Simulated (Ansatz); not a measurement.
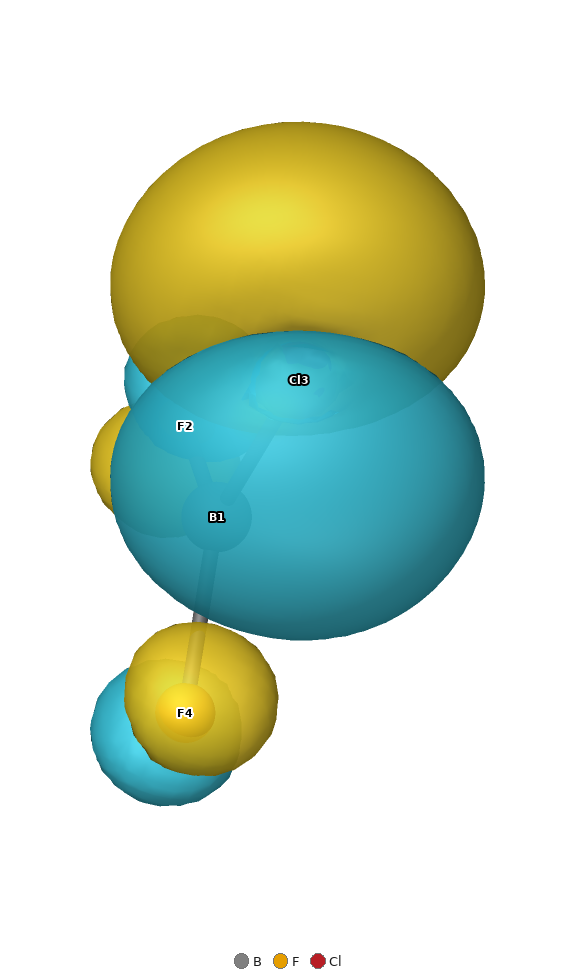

*BClF$_{2}$. The HOMO at ±0.1 Å⁻³ᐟ² (yellow and cyan are the two phases), seen at an oblique angle.*

All numbers below come from RKS revPBE-D4/def2-SVP (Ansatz 0.2.0).

Input file:

```
crystal:
  periodic: [false, false, false]
  atoms:
    - { symbol: B, position_ang: [0.0, 0.0, 0.0] }
    - { symbol: F, position_ang: [0.0, 0.0, 1.32] }
    - { symbol: Cl, position_ang: [1.6108, 0.0, -0.93] }
    - { symbol: F, position_ang: [-1.1431, 0.0, -0.66] }
basis:
  gaussian: { orbitals: def2-SVP }
hamiltonian:
  xc: revpbe
  dispersion: d4
relax:
  f_tol: 0.02
  max_steps: 40
output:
  orbitals: {}
```

Command:

```sh
ansatz run input.yaml --threads 1 --pin off --max-ram 2048MiB --backend cpu --events-out ev --progress --plain --runs-dir out
```

The fields are those of the run's last geometry, not of the input's.

Q: Describe this orbital and give its energy.

A: It lies mainly on Cl3 (about 85 %); it is symmetric in the molecular plane (an in-plane orbital: σ, lone-pair or in-plane π type); largely a lone pair of Cl3. Its energy is −8.09 eV.
